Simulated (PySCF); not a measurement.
# H₃Si, charge +1, SMILES `[SiH3+]`: electronic structure

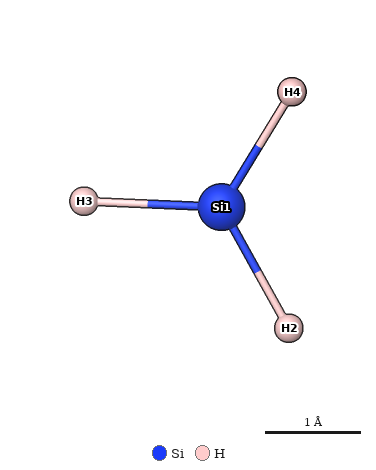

The molecule, with its atoms numbered as below. No frequency check shows the geometry to be a minimum.

Cartesian coordinates (Å):

```
Si1      0.0000    0.0000    0.0000
H2       1.4615   -0.0986    0.0000
H3      -0.8162   -1.2165    0.0000
H4      -0.6455    1.3151    0.0000
```

### 1. Bonding charge

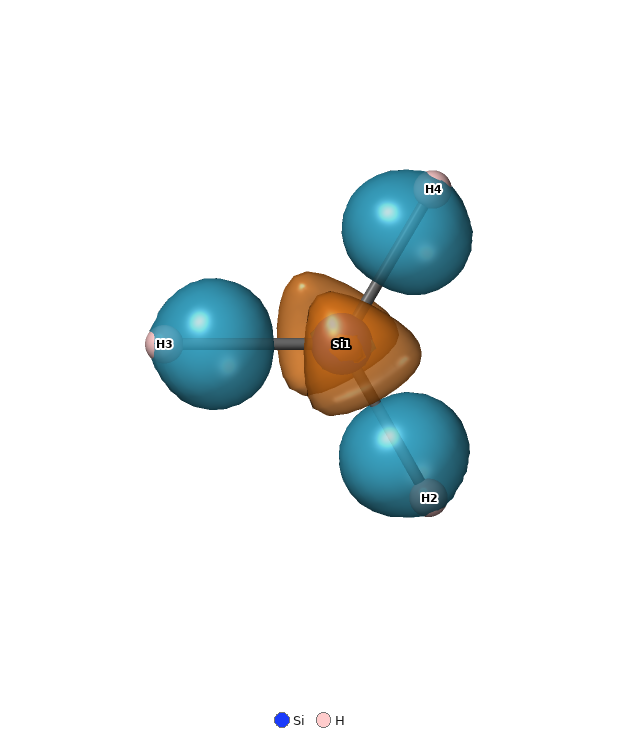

Deformation density (molecule less spherical, spin-averaged free atoms at the same positions), surfaces at ±0.15 e/Å³; light blue: gain, orange: loss.

PySCF calculation, HF/cc-pVTZ, gas phase; geometry: GFN2-xTB.

How much density has each bond gained at its critical point, relative to the free atoms?

Answer. Si1–H2, Si1–H3 and Si1–H4: +0.31 e/Å³ at the bond critical point (bond length 1.47 Å, Mayer order 1.0). In all, 0.8 electrons gather in the regions of gain relative to the promolecule of neutral atoms (the regions of loss give up this much and the cation's charge besides).

Where do the Hirshfeld charges lie?

Answer. The highest Hirshfeld charge is on Si1 (+0.94 e), the lowest on H2, H3 and H4 (+0.02 e).

```tsv
atom	charge (e)
Si1	+0.94
H2	+0.02
H3	+0.02
H4	+0.02
```

### 2. Bond critical points

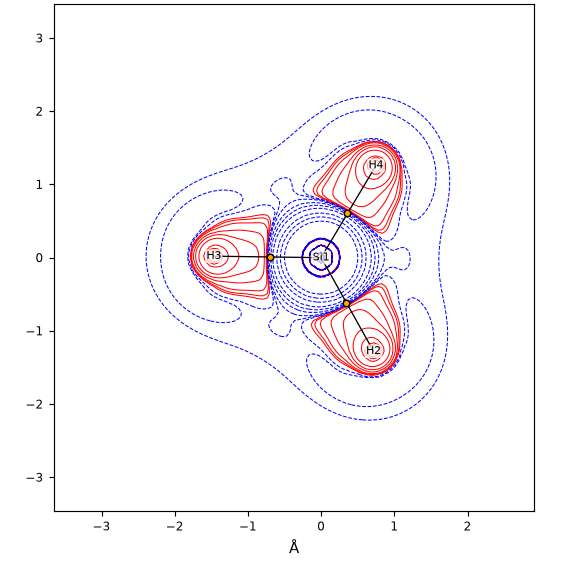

Negative Laplacian of the density (−∇²ρ) in the molecular plane (solid red lines positive, dashed blue lines negative, contours at ±0.02 to ±8 a.u.), with bond paths and bond critical points (dots).

At which bond critical points in this plane is charge locally concentrated, and at which depleted?

Answer. At none is it concentrated. Depleted (∇²ρ > 0): Si1–H2, Si1–H3 and Si1–H4 (+0.24 a.u., H = −0.093). A positive Laplacian with clearly negative H marks a strongly polar covalent bond, whose critical point lies close to the core of the less electronegative atom.

### 3. Local ionisation energy

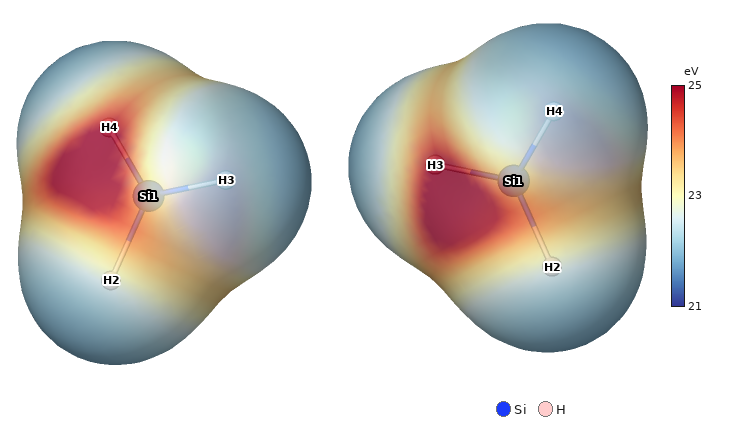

Average local ionisation energy on the surface of electron density 0.001 a.u. (back view left, front view right).

Locate the minima of the map.

Answer. The lowest value is 21.9 eV, 1.3 Å from H4, and at like points elsewhere. For comparison, the highest occupied orbital lies at −21.1 eV.

What volume does the surface enclose?

Answer. About 48 Å³.

### 4. In an electric field

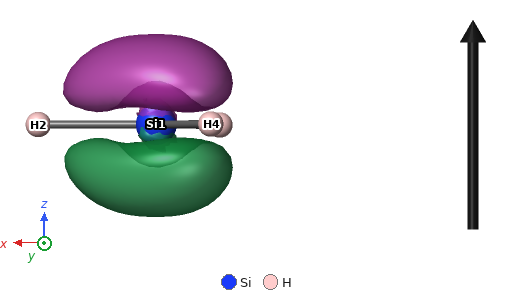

Change of the electron density in a uniform field of 0.51 V/Å along +z (arrow), surfaces at ±0.005 e/Å³ (green: gain, purple: loss).

Method: TPSS/6-31+G*; geometry: GFN2-xTB; program: PySCF. The basis has diffuse s and p functions alone, which still leaves polarisabilities too small, most of all across bonds.

What dipole is induced, and what polarisability does it imply?

Answer. The induced dipole is 0.27 D (along the field); α along this axis, from the fields in both directions, is 10 bohr³ (1.6 Å³).

Which atoms gain and lose the most charge?

Answer. Hardly any: no atom's Hirshfeld charge changes by as much as 0.002 e. The density shifts from one side of each atom to the other; 0.038 electrons are displaced in all.

### 5. Removing or adding an electron

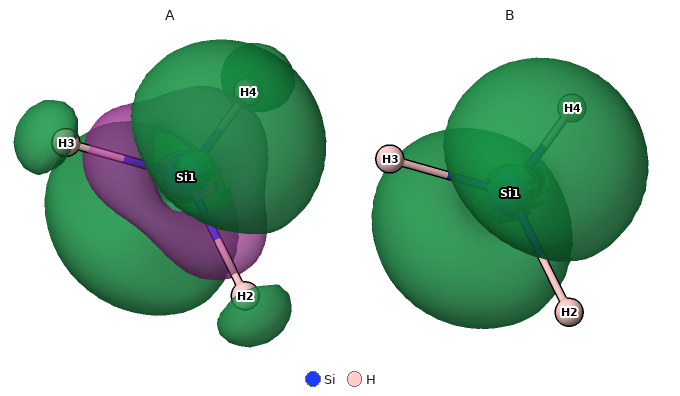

The Fukui function f⁺ from two separate SCF calculations and the density of the LUMO, at ±0.03 e/Å³ (green positive, purple negative).

Computed with PySCF, PBE/6-311+G**, geometry: GFN2-xTB.

Which panel is which, and how good is the frozen-orbital picture?

Answer. A is f⁺ (it has negative regions), B the LUMO density. The LUMO lies on Si1 (85 %) and H2, H3 and H4 (5 % each); f⁺ (Hirshfeld-condensed) is largest on Si1 (0.71); the vertical electron affinity is 8.03 eV (the stability of the neutral species's solution wasn't checked). Relaxation shifts 14 % of the electron between atoms. The orbital energy is −11.27 eV.

### 6. Localised orbitals

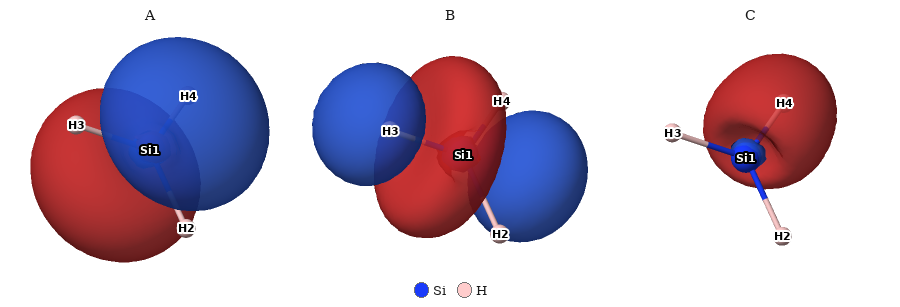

Intrinsic bond orbitals (IBO), occupied and valence-virtual; each surface holds about 80 % of the orbital's density. Energies are diagonal elements of the Fock matrix.

PySCF calculation, BLYP/def2-SVPD, gas phase; geometry: GFN2-xTB.

What does each orbital represent in a Lewis picture?

Answer. By panel:
- A: empty orbital on Si1 (Si1 100 %; −11.1 eV)
- B: σ* orbital Si1–H3 (Si1 50 %, H3 49 %; −3.6 eV)
- C: σ bond Si1–H4 (Si1 50 %, H4 50 %; −17.8 eV)

How do all the valence pairs divide up?

Answer. 3 pairs: 3 σ bonds.
